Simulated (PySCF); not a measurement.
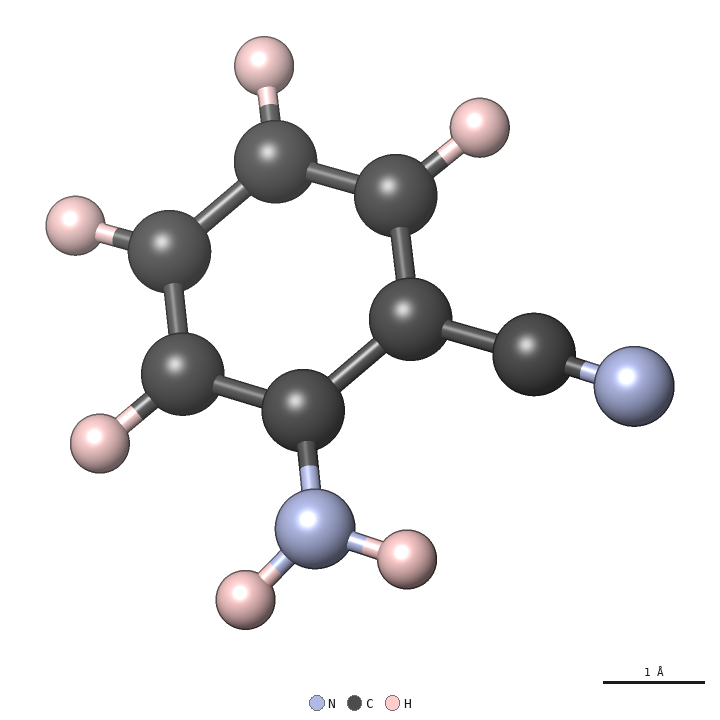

The picture shows a molecular structure as a ball-and-stick model.

The geometry was computed by an optimisation with GFN2-xTB. No frequency run is at hand to confirm it as a minimum.

Identify the structure.

Formula C₇H₆N₂. Its SMILES string is `N#Cc1ccccc1N`. Independent rings (smallest set): 1 of 6 members, 1 of them aromatic. Among its groups: nitrile. Coordination, clear cases only: 1 C linear; 6 C trigonal planar.

More results for the same structure follow; atom numbers are the same in all pictures, views and colours differ.

## Geometry

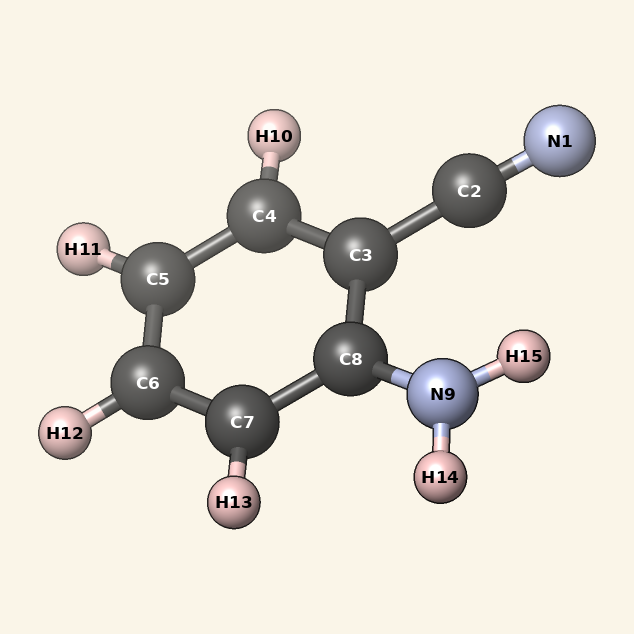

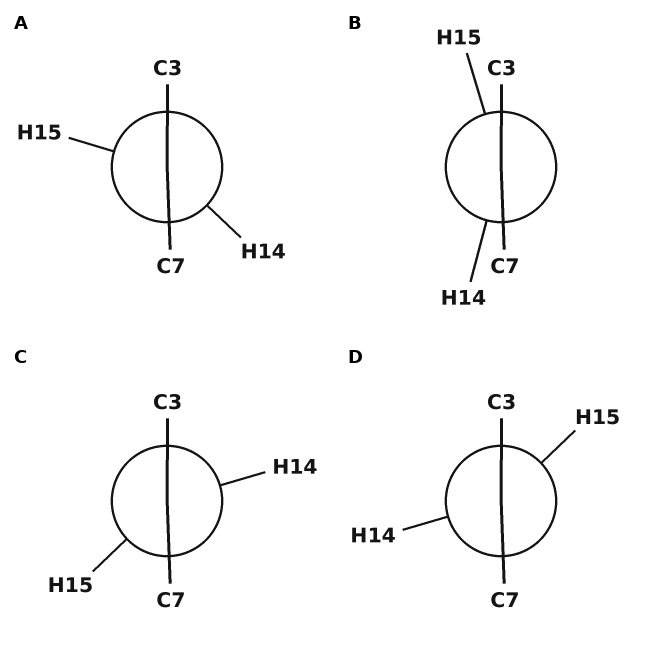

Depth is shown by fading: the farther an atom, the more it takes the colour of the background. Bonds that would overlap in a projection are set slightly apart. No frequency run is at hand to confirm it as a minimum.

Which Newman projection shows the view along C8–N9, with C8 in front?

B. The torsion angle C3–C8–N9–H14 is −167°, antiperiplanar (anti).

## Ring current

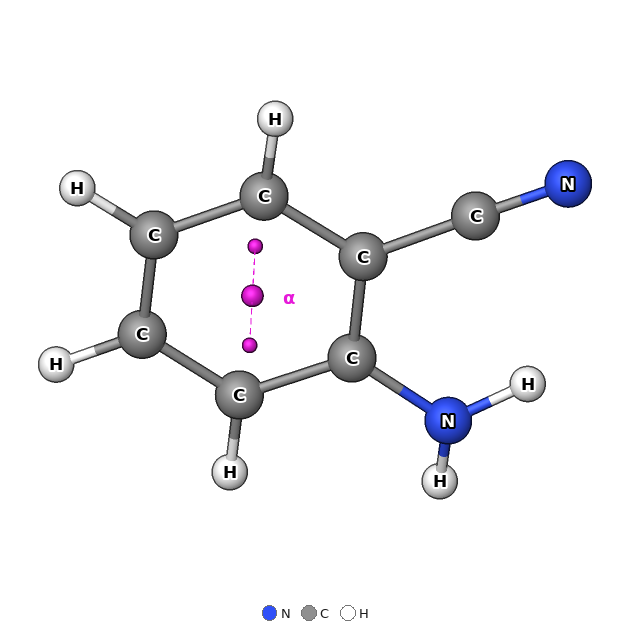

The small points mark where nucleus-independent chemical shifts (NICS) were computed: at the centre of each lettered ring and 1 Å above and below it. No frequency run is at hand to confirm it as a minimum. Method: GIAO PBE0/pcSseg-1 NMR shielding, non-relativistic, gas phase (PySCF 2.14.0).

Give NICS(0), NICS(1) and the out-of-plane component NICS(1)zz for each ring (means of the two sides).

| ring | members | NICS(0) | NICS(1) | NICS(1)zz |
| --- | --- | --- | --- | --- |
| α | C6 | −8.0 | −9.7 | −22.5 |

Values in ppm.

What do the values say about the ring currents?

Ring α: diatropic, as in an aromatic ring. NICS is one index among several.

## Electronic properties

No frequency run is at hand to confirm it as a minimum. Method: PBE0/def2-SVPD, gas phase (PySCF 2.14.0). Excitations: vertical, linear response.

Give the mean static polarisability at this level.

94.4 bohr³.

What is the HOMO energy (Kohn–Sham orbital)?

−6.53 eV.

What is the dipole moment?

4.28 D.

Give the brightest of the 6 lowest singlets at this level.

6.15 eV.

## NMR shielding

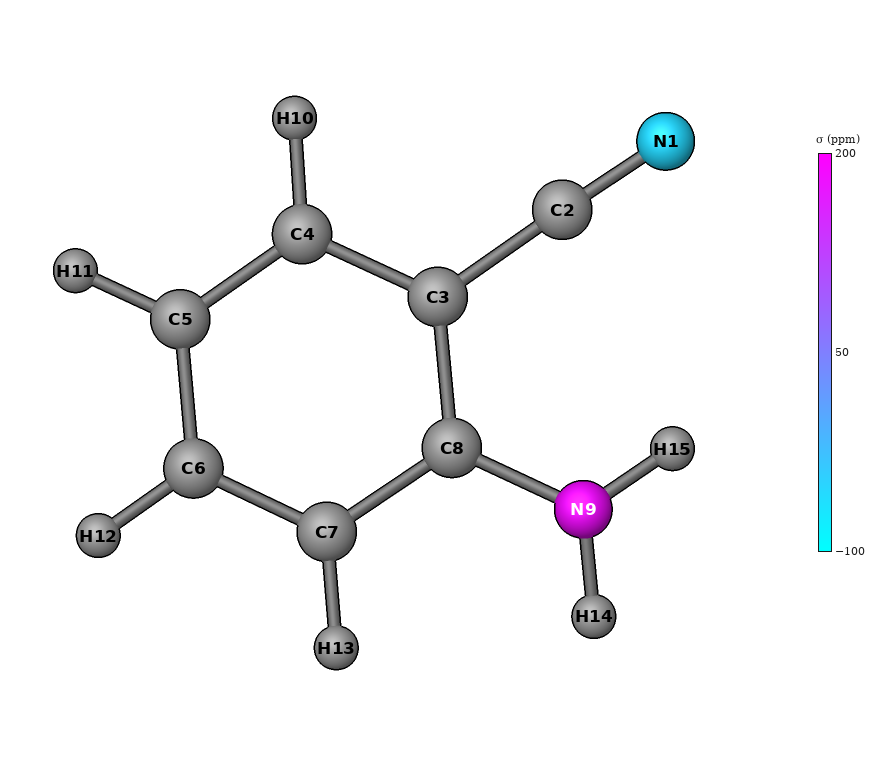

Atoms are coloured by their isotropic NMR shieldings (N only, the others grey). No frequency run is at hand to confirm it as a minimum. Properties computed with GIAO PBE0/pcSseg-1 NMR shielding, non-relativistic, gas phase (PySCF 2.14.0).

Give the isotropic NMR shieldings of the N atoms atom by atom.

```
atom  σ (ppm)
  N1    −54.9
  N9    184.7
```
